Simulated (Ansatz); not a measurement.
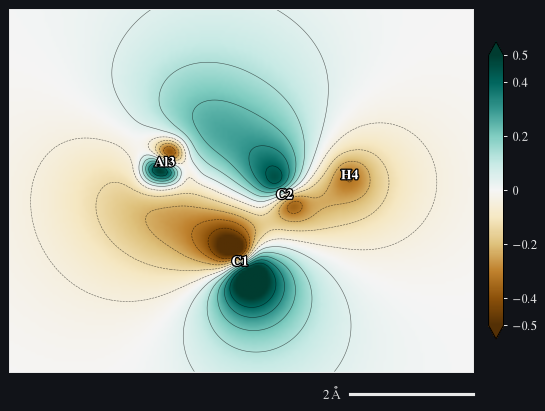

The picture shows: C$_{2}$H$_{3}$Al (SMILES [C]1=[CH][AlH2-]1) (charge −1, doublet). The HOMO (α) on the plane of atoms C1, C2 and H4 (values in Å⁻³ᐟ²; the overall sign is arbitrary).

Geometry: B3LYP-D3(BJ)/def2-SVPD; the highest occupied orbital lies above zero, a sign that basis and functional describe the outermost electron poorly.

Computed with isolated molecule in a Gaussian basis; Kohn-Sham density functional theory, functional PBE0 in Ansatz.

Input

```
crystal:
  periodic: [false, false, false]
  atoms:
    - symbol: C
      position_ang: [-1.418675, 0.108748, -0.830711]
    - symbol: C
      position_ang: [-0.422236, 0.719716, -0.248618]
    - symbol: Al
      position_ang: [0.079506, -1.212519, -0.519249]
    - symbol: H
      position_ang: [-0.137240, 1.712803, 0.124020]
    - symbol: H
      position_ang: [1.048943, -1.683880, -1.724849]
    - symbol: H
      position_ang: [0.012536, -2.290752, 0.684225]
basis:
  gaussian: {orbitals: def2-TZVPD}
total_charge: -1
magnetization: {spin_polarized: true, initial_magnetization: 1}
hamiltonian: {xc: {name: PBE0}}
output: {forces: true, orbitals: {seedname: orbitals}}
```

Command:

```sh
ansatz run input.yaml --threads 2 --pin off --max-ram 4350MiB --events-out events.jsonl --progress --plain --runs-dir runs
```

Where does this orbital lie, and at what energy?

Answer. It lies mainly on C1 (about 35 %), Al3 (about 35 %) and C2 (about 20 %). Its energy is 0.53 eV.
